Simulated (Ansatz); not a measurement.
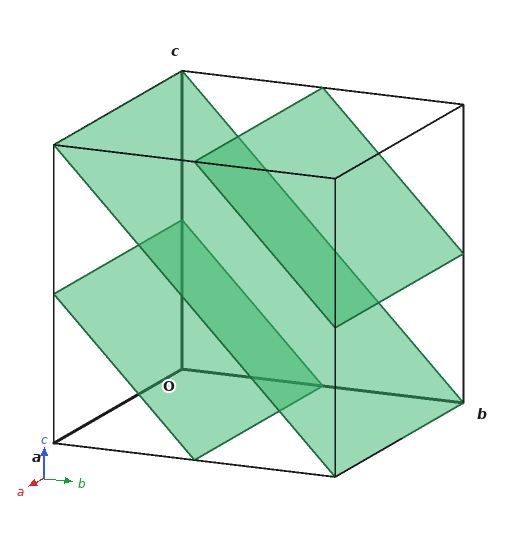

Crystal: Ga3N2, the geometry relaxed with DFT PBE, scalar-relativistic, plane waves, PAW in Ansatz; the starting structure was generated, so it need not be a known form of this composition. Every member of one family of equally spaced planes, hx + ky + lz = a whole number, that cuts the unit cell is shaded (one member passes through the origin O, touching the cell only at an edge or corner). All values are computed from the atomic coordinates in the standard setting (tolerance 0.002 Å).

a = 4.200 Å, b = 4.200 Å, c = 4.200 Å, α = 90.00°, β = 90.00°, γ = 90.00°.

> Which (hkl) family is drawn?

(0 2 2); the opposite sign names the same planes. The member next to the origin meets the axes a never, b at 1/2, c at 1/2.

> What is the spacing?

d = 1.485 Å.
